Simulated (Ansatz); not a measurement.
BF₂HO···HF

Input file:

```
crystal:
  periodic: [false, false, false]
  atoms:
    - { symbol: B, position_ang: [-0.05735, -0.250202, 0.119191] }
    - { symbol: O, position_ang: [-0.043281, -0.419855, 1.496342] }
    - { symbol: H, position_ang: [-0.95412, -0.506435, 1.832945] }
    - { symbol: F, position_ang: [1.102273, -0.193621, -0.523348] }
    - { symbol: F, position_ang: [-1.198901, -0.255507, -0.571633] }
    - { symbol: F, position_ang: [0.012151, 2.198157, 0.710622] }
    - { symbol: H, position_ang: [0.352827, 1.749664, 1.453981] }
basis:
  gaussian: { orbitals: def2-SVP }
hamiltonian:
  xc: pbe
  dispersion: d4
relax:
  f_tol: 0.03
  max_steps: 50
output:
  orbitals: {}
```

Run with:

```sh
ansatz run input.yaml --threads 1 --pin off --max-ram 2048MiB --backend cpu --events-out ev --progress --plain --runs-dir out
```

The fields are those of the run's last geometry, not of the input's.

All numbers below come from RKS PBE-D4/def2-SVP (Ansatz).

Q: What can the converged electron density and electron localisation function tell about the bonding?

A: B–F (1.32 Å): ρ at the midpoint is about 2.2 e/Å³; the ELF peaks at about 0.85 between the atoms: a shared but strongly polarised pair.
B–O (1.38 Å): ρ is about 2.1 e/Å³ halfway; the ELF peaks at about 0.90 between the atoms; a polar covalent bond.
O–H (0.98 Å): ρ at the midpoint is about 3.6 e/Å³; the ELF climbs to about 1 towards the hydrogen, as it does in any bond to H: a covalent bond by its length.

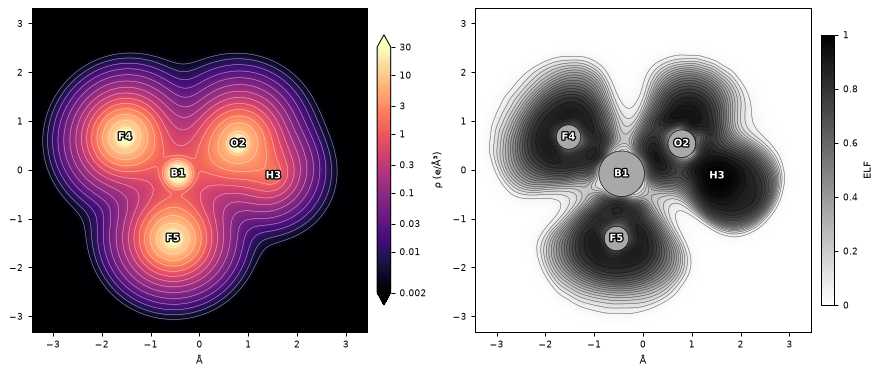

Computed electron density and electron localisation function on the plane of atoms O2, B1 and F4, in this order. Grey discs cover the atomic cores in the ELF map. 
